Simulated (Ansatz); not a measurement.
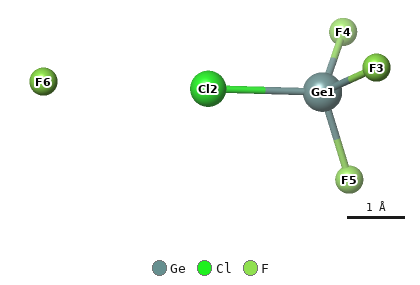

**Figure 1.** The input geometry (ball-and-stick view, seen at a tilt; atoms are numbered from 1 in the order of the input). Sticks mark near contacts. Bond lengths as drawn: Cl–Ge 2.10 Å and F–Ge 1.71 Å.

# GeClF4: nudged elastic band

The run: nudged elastic band of GeClF4, multiplicity 2. Method and program: UKS PBE0-D4/def2-SVP (Ansatz 0.2.0).

It belongs to a series of runs on one base structure; here: band between the two ends. Figures and captions count atoms from 1; the log counts them from 0 in places.

The program's output
```
Engine: ansatz 0.2.0, aarch64-unknown-linux-gnu
Functional definition: PBE0
  parameter a = 0.25
  parameter kappa = 0.804
  parameter beta = 0.06672455060314922
  exchange = (1 - a)*pbe_x(kappa = kappa, mu = beta*pi^2/3) + a*exact_x
  correlation = pbe_c(beta = beta)
1056 factors; integrals over basis functions are off by at most 3.2e-4 eV
mean field evaluation 1: about -79851.0967 eV, gradient 5.3e1 eV
mean field evaluation 2: about -79480.6721 eV, gradient 1.4e2 eV
mean field evaluation 4: about -79855.2622 eV, gradient 3.9e1 eV
mean field evaluation 8: about -79864.7156 eV, gradient 2.7e1 eV
mean field evaluation 16: about -79867.9184 eV, gradient 2.2e-5 eV
mean field evaluation 32: about -79867.9184 eV, gradient 1.1e-1 eV
mean field evaluation 64: about -79867.8590 eV, gradient 4.3e0 eV
mean field -79867.91849451 eV, -2935.0918682537 hartree, gradient 5.4e-11 eV, S^2 0.751109; 3 other end points of the search recorded, 0 dependent functions left out
the calculation of the forces begins
reference -79867.91851423 eV, -2935.0918689785 hartree; 43, 42 occupied and 63, 64 virtual orbitals, 1056 factors
1058 factors; integrals over basis functions are off by at most 3.6e-4 eV
mean field evaluation 96: about -79868.0682 eV, gradient 1.1e-5 eV
mean field -79868.06820383 eV, -2935.0973699696 hartree, gradient 1.1e-5 eV, S^2 0.752230; 3 other end points of the search recorded, 0 dependent functions left out
[... from here on the field's lines of each further geometry are left out, up to the last ...]
NEB iter   1: max|band force component| = 3.898e0 eV/Å  barrier→ = 1.2179 eV  barrier← = 1.3836 eV  Δτ_max = 0.1979 Å  (1014 SCF iters)
NEB iter   2: max|band force component| = 3.325e0 eV/Å  barrier→ = 0.8329 eV  barrier← = 0.9986 eV  Δτ_max = 0.2000 Å  (343 SCF iters)
NEB iter   3: max|band force component| = 2.330e0 eV/Å  barrier→ = 0.5030 eV  barrier← = 0.6686 eV  Δτ_max = 0.1951 Å  (377 SCF iters)
NEB iter   4: max|band force component| = 1.053e0 eV/Å  barrier→ = 0.1877 eV  barrier← = 0.3534 eV  Δτ_max = 0.1369 Å  (371 SCF iters)
NEB iter   5: max|band force component| = 1.054e0 eV/Å  barrier→ = 0.0045 eV  barrier← = 0.1702 eV  Δτ_max = 0.0807 Å  (420 SCF iters)
NEB iter   6: max|band force component| = 1.980e-1 eV/Å  barrier→ = 0.0015 eV  barrier← = 0.1672 eV  CI = image 1  Δτ_max = 0.1300 Å  (380 SCF iters)
NEB iter   7: max|band force component| = 2.856e-1 eV/Å  barrier→ = 0.0018 eV  barrier← = 0.1675 eV  CI = image 1  Δτ_max = 0.0655 Å  (376 SCF iters)
NEB iter   8: max|band force component| = 1.713e-1 eV/Å  barrier→ = 0.0004 eV  barrier← = 0.1661 eV  CI = image 1  Δτ_max = 0.0262 Å  (515 SCF iters)
NEB iter   9: max|band force component| = 6.047e-2 eV/Å  barrier→ = 0.0002 eV  barrier← = 0.1658 eV  CI = image 1  Δτ_max = 0.0166 Å  (474 SCF iters)
the calculation of the forces begins
reference -79868.04133401 eV, -2935.0963825220 hartree; 43, 42 occupied and 63, 64 virtual orbitals, 1056 factors
1056 factors; integrals over basis functions are off by at most 3.3e-4 eV
mean field evaluation 1120: about -79867.9162 eV, gradient 2.3e-5 eV
mean field evaluation 1152: about -79867.9174 eV, gradient 6.8e-3 eV
mean field -79867.91799139 eV, -2935.0918497643 hartree, gradient 1.8e-9 eV, S^2 0.751108; 5 other end points of the search recorded, 0 dependent functions left out
the calculation of the forces begins
reference -79867.91801097 eV, -2935.0918504840 hartree; 43, 42 occupied and 63, 64 virtual orbitals, 1056 factors
NEB iter  10: max|band force component| = 5.024e-3 eV/Å  barrier→ = 0.0002 eV  barrier← = 0.1659 eV  CI = image 1  Δτ_max = 0.0000 Å  (1139 SCF iters)
```

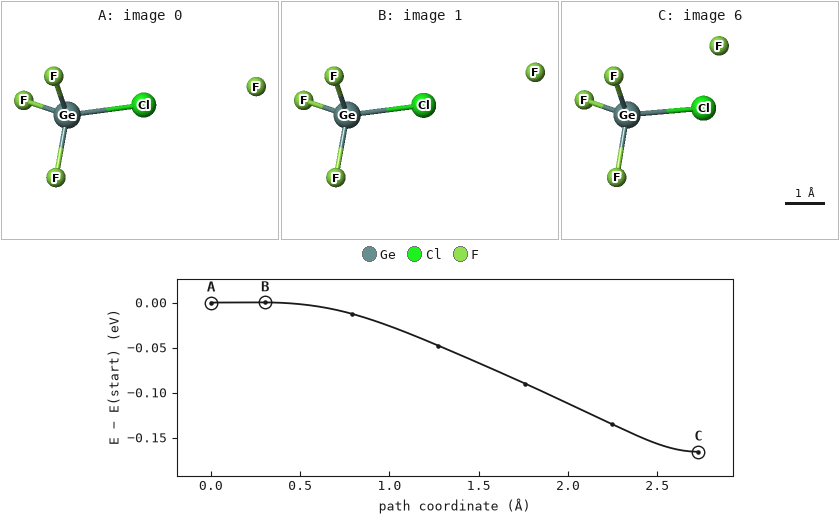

**Figure 2.** Images of the last band (counted from 0; ball-and-stick, seen at a tilt) above the energy along the path; the line is a cubic interpolation that uses the forces. The highest image is number 1, 0.000 eV above the start and 0.166 eV above the end (the climbing image); the end lies 0.166 eV below the start. The path is 2.73 Å long. The band converged in 10 iterations.

```
Total energy: -79868.02812688 eV, -2935.0958971692 hartree
Atom 0 at    -0.036008    -0.000000    -0.043085 Å, force     0.004513     0.000000    -0.001679 eV/Å
Atom 1 at    -0.238515    -0.000000     2.043645 Å, force    -0.001247     0.000000     0.003322 eV/Å
Atom 2 at     1.605136    -0.000000    -0.504864 Å, force    -0.000261    -0.000000     0.000434 eV/Å
Atom 3 at    -0.765805     1.375830    -0.736356 Å, force    -0.001605    -0.000407    -0.000642 eV/Å
Atom 4 at    -0.765805    -1.375830    -0.736356 Å, force    -0.001605     0.000407    -0.000642 eV/Å
Atom 5 at     0.202596     0.000000     5.038815 Å, force     0.000205    -0.000000    -0.000794 eV/Å
Dipole moment:    -0.026417     0.000000     0.266094 e Å
this run last wrote the band of iteration 10 to [file]
```

The last band as extended XYZ (Å, eV, eV/Å)
```
6
Properties=species:S:1:pos:R:3:forces:R:3 image=0 energy=-79868.02829
Ge   -0.0077    0.0000   -0.0546    0.0094   0.0000  -0.0083
Cl   -0.0467    0.0000    2.0414   -0.0054   0.0000  -0.0036
F     1.5931    0.0000   -0.6416   -0.0027   0.0000  -0.0001
F    -0.7877    1.3760   -0.6917   -0.0005  -0.0095   0.0069
F    -0.7877   -1.3760   -0.6917   -0.0005   0.0095   0.0069
F     0.0384    0.0000    5.1000   -0.0003   0.0000  -0.0017
6
Properties=species:S:1:pos:R:3:forces:R:3 image=1 energy=-79868.02811
Ge   -0.0360    0.0000   -0.0431    0.0045   0.0000  -0.0017
Cl   -0.2385    0.0000    2.0436   -0.0012   0.0000   0.0033
F     1.6051    0.0000   -0.5049   -0.0003   0.0000   0.0004
F    -0.7658    1.3758   -0.7364   -0.0016  -0.0004  -0.0006
F    -0.7658   -1.3758   -0.7364   -0.0016   0.0004  -0.0006
F     0.2026    0.0000    5.0388    0.0002   0.0000  -0.0008
6
Properties=species:S:1:pos:R:3:forces:R:3 image=2 energy=-79868.04068
Ge   -0.0623    0.0000    0.0234   -0.0066   0.0000   0.0046
Cl   -0.4415    0.0000    2.0916   -0.0196   0.0000   0.0055
F     1.6065    0.0000   -0.3191   -0.0027   0.0000   0.0274
F    -0.7448    1.3763   -0.7137    0.0066   0.0009   0.0010
F    -0.7448   -1.3763   -0.7137    0.0066  -0.0009   0.0010
F     0.3886    0.0000    4.6933    0.0158   0.0000  -0.0394
6
Properties=species:S:1:pos:R:3:forces:R:3 image=3 energy=-79868.07613
Ge   -0.0980    0.0000    0.0928   -0.0032   0.0000   0.0067
Cl   -0.6192    0.0000    2.1361   -0.0380   0.0000   0.0058
F     1.5881    0.0000   -0.1415    0.0011   0.0000   0.0362
F    -0.7368    1.3767   -0.6807    0.0082  -0.0001   0.0053
F    -0.7368   -1.3767   -0.6807    0.0082   0.0001   0.0053
F     0.6041    0.0000    4.3360    0.0236   0.0000  -0.0593
6
Properties=species:S:1:pos:R:3:forces:R:3 image=4 energy=-79868.11825
Ge   -0.1181    0.0000    0.1599    0.0012   0.0000   0.0133
Cl   -0.8284    0.0000    2.1492   -0.0382   0.0000   0.0001
F     1.5811    0.0000    0.0798   -0.0016   0.0000   0.0421
F    -0.6875    1.3779   -0.6632    0.0063  -0.0025   0.0034
F    -0.6875   -1.3779   -0.6632    0.0063   0.0025   0.0034
F     0.7420    0.0000    3.9994    0.0261   0.0000  -0.0623
6
Properties=species:S:1:pos:R:3:forces:R:3 image=5 energy=-79868.16319
Ge   -0.1282    0.0000    0.2340   -0.0030   0.0000   0.0145
Cl   -1.0231    0.0000    2.1505   -0.0348   0.0000   0.0012
F     1.5699    0.0000    0.3001   -0.0031   0.0000   0.0399
F    -0.6278    1.3777   -0.6333    0.0092  -0.0003   0.0065
F    -0.6278   -1.3777   -0.6333    0.0092   0.0003   0.0065
F     0.8385    0.0000    3.6439    0.0224   0.0000  -0.0687
6
Properties=species:S:1:pos:R:3:forces:R:3 image=6 energy=-79868.19398
Ge   -0.1213    0.0000    0.3182    0.0081   0.0000   0.0053
Cl   -1.2046    0.0000    2.1415   -0.0012   0.0000  -0.0016
F     1.5667    0.0000    0.4950   -0.0010   0.0000   0.0014
F    -0.5525    1.3821   -0.5784   -0.0040  -0.0003  -0.0042
F    -0.5525   -1.3821   -0.5784   -0.0040   0.0003  -0.0042
F     0.8659    0.0000    3.2640    0.0021   0.0000   0.0033
```

This output came from the following input.

Input file
```yaml
crystal:
  periodic: [false, false, false]
  atoms:
    - { symbol: Ge, position_ang: [-0.007747, 0.0, -0.054639] }
    - { symbol: Cl, position_ang: [-0.04668, 0.0, 2.041427] }
    - { symbol: F, position_ang: [1.593103, 0.0, -0.641593] }
    - { symbol: F, position_ang: [-0.787734, 1.37599, -0.691675] }
    - { symbol: F, position_ang: [-0.787734, -1.37599, -0.691675] }
    - { symbol: F, position_ang: [0.038391, 0.0, 5.099954] }
magnetization:
  spin_polarized: true
  initial_magnetization: 1
basis:
  gaussian: { orbitals: def2-SVP }
hamiltonian:
  xc: pbe0
  dispersion: d4
neb:
  order_check: false
  images: 5
  f_tol: 0.03
  max_iterations: 60
  final_atoms:
    - { symbol: Ge, position_ang: [-0.12125861, -3.0e-08, 0.31819275] }
    - { symbol: Cl, position_ang: [-1.2046339, 1.1e-07, 2.14145635] }
    - { symbol: F, position_ang: [1.56669343, -5.0e-08, 0.49495843] }
    - { symbol: F, position_ang: [-0.55254481, 1.38209192, -0.57838399] }
    - { symbol: F, position_ang: [-0.55254485, -1.38209208, -0.5783848] }
    - { symbol: F, position_ang: [0.86588776, 1.5e-07, 3.26396027] }
  initial_path:
    images:
      - { positions_ang: [[-0.007747, 0.0, -0.054639], [-0.04668, 0.0, 2.041427], [1.593103, 0.0, -0.641593], [-0.787734, 1.37599, -0.691675], [-0.787734, -1.37599, -0.691675], [0.038391, 0.0, 5.099954]] }
      - { positions_ang: [[-0.00476043, 0.0, -0.03642589], [-0.03189946, 0.0, 2.18428392], [1.59080711, 0.0, -0.61343584], [-0.78825008, 1.37429333, -0.64796225], [-0.78825008, -1.37429333, -0.64796225], [0.02395193, 0.0, 4.8233013]] }
      - { positions_ang: [[-0.00177386, 0.0, -0.01821279], [-0.01711891, 0.0, 2.32714085], [1.58851121, 0.0, -0.58527868], [-0.78876615, 1.37259667, -0.60424949], [-0.78876615, -1.37259667, -0.60424949], [0.00951286, 0.0, 4.54664861]] }
      - { positions_ang: [[0.00121271, 0.0, 3.2e-07], [-0.00233837, 0.0, 2.46999777], [1.58621532, 0.0, -0.55712152], [-0.78928223, 1.3709, -0.56053674], [-0.78928223, -1.3709, -0.56053674], [-0.0049262, 0.0, 4.26999591]] }
      - { positions_ang: [[-0.03961106, -1.0e-08, 0.10606446], [-0.40310355, 4.0e-08, 2.36048396], [1.57970802, -2.0e-08, -0.2064282], [-0.71036976, 1.37463064, -0.56648582], [-0.71036977, -1.37463069, -0.5664861], [0.28534512, 5.0e-08, 3.93465069]] }
      - { positions_ang: [[-0.08043484, -2.0e-08, 0.21212861], [-0.80386873, 7.0e-08, 2.25097015], [1.57320072, -4.0e-08, 0.14426511], [-0.63145729, 1.37836128, -0.57243491], [-0.63145731, -1.37836139, -0.57243545], [0.57561644, 1.0e-07, 3.59930548]] }
      - { positions_ang: [[-0.12125861, -3.0e-08, 0.31819275], [-1.2046339, 1.1e-07, 2.14145635], [1.56669343, -5.0e-08, 0.49495843], [-0.55254481, 1.38209192, -0.57838399], [-0.55254485, -1.38209208, -0.5783848], [0.86588776, 1.5e-07, 3.26396027]] }
```

Run as:
```bash
ansatz run input.yaml --threads 4 --pin off --max-ram 5120MiB --backend cpu --events-out ev --progress --plain --runs-dir out
```

Summary

| quantity | value |
| --- | --- |
| outcome | converged |
| barrier, forward | 0.000 eV |
| barrier, backward | 0.166 eV |
| hardware | 4 threads of Arm Neoverse V2, 24 GiB of memory available, shared host |
| wall time | 5 min (CPU time 19 min) |
| peak memory | 0.61 GiB |

Remarks

The order of the saddle point was not checked.
